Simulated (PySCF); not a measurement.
System: C4H11P2 (SMILES CP/C=C/[PH2+]C) (charge +1).

```xyz
17

C     2.8071   -0.6757    0.6675
P     1.9857    0.7355   -0.1733
C     0.2456    0.5396    0.2535
C    -0.3909   -0.6253    0.5071
P    -2.1437   -0.7321    0.6929
C    -2.9951    0.8427    0.5499
H     3.8899   -0.4816    0.6652
H     2.4719   -0.8223    1.7042
H     2.6457   -1.5945    0.0845
H     2.2408    1.8075    0.7280
H    -0.3313    1.4706    0.1691
H     0.1450   -1.5766    0.6019
H    -2.7055   -1.6288   -0.2451
H    -2.4810   -1.3153    1.9350
H    -2.8111    1.2741   -0.4446
H    -4.0748    0.6764    0.6777
H    -2.6394    1.5294    1.3314
```

Geometry: PBE0-D3(BJ)/def2-SVP.

Theory: PBE0/pcSseg-1, SCF density, gas phase, non-relativistic in PySCF 2.14.0.

> Predict the electron density and electron localisation function between the atoms.

C–C (1.35 Å): ρ at the midpoint is about 2.2 e/Å³; the ELF peaks at about 0.90 between the atoms: localised, covalent bonding.
C–P (1.77 Å): ρ at the midpoint is about 1.3 e/Å³; the ELF peaks at about 0.95 between the atoms, as expected for a covalent bond.
C–H (1.10 Å): ρ at the midpoint is about 2 e/Å³; the ELF climbs to about 1 towards the hydrogen, as it does in any bond to H: an ordinary covalent bond to hydrogen.

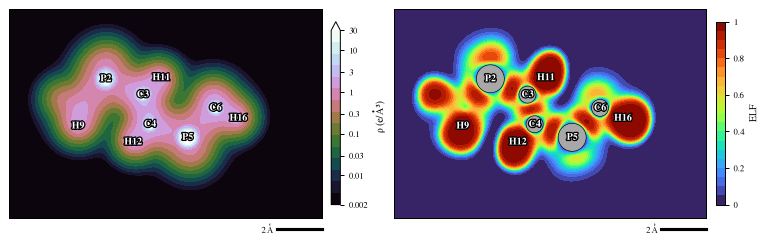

Computed electron density and electron localisation function on the plane of atoms C4, C3 and H11, in this order. Grey discs cover the atomic cores in the ELF map. 
